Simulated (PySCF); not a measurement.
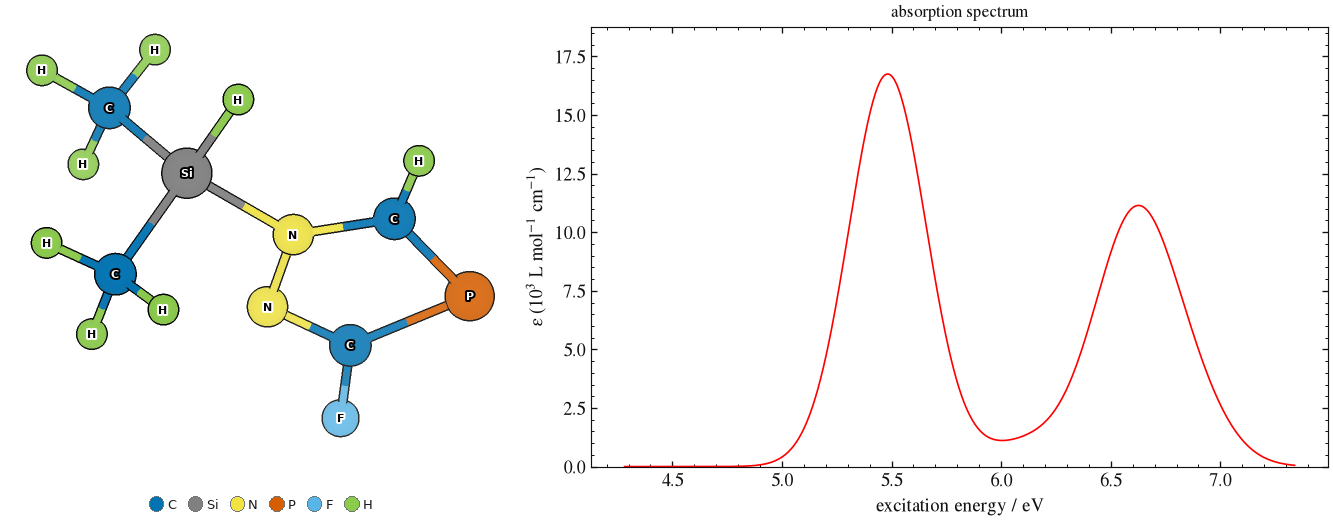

Computed absorption of C₄H₈FN₂PSi, SMILES C[SiH](C)n1cpc(F)n1. Vertical TDDFT excitations, CAM-B3LYP/def2-SVPD (IEF-PCM acetonitrile), PySCF, at a PBE0-D3(BJ)/def2-SVP geometry (no frequency check). Only the first 6 singlet excitations are included; each is broadened by a Gaussian of 1/e half-width 0.25 eV.

Question: Where is the maximum of the broadened curve, and how high is it?

Answer: At about 5.5 eV (226 nm), with ε near 17000 L mol⁻¹ cm⁻¹.

Question: Where is the lowest singlet, and is it bright?

Answer: S1 lies at 5.48 eV (226 nm) with f = 0.258, mainly HOMO → LUMO (92 %); it is bright.

Known limits of this run: one conformer of a flexible molecule; core orbitals are frozen in the response.
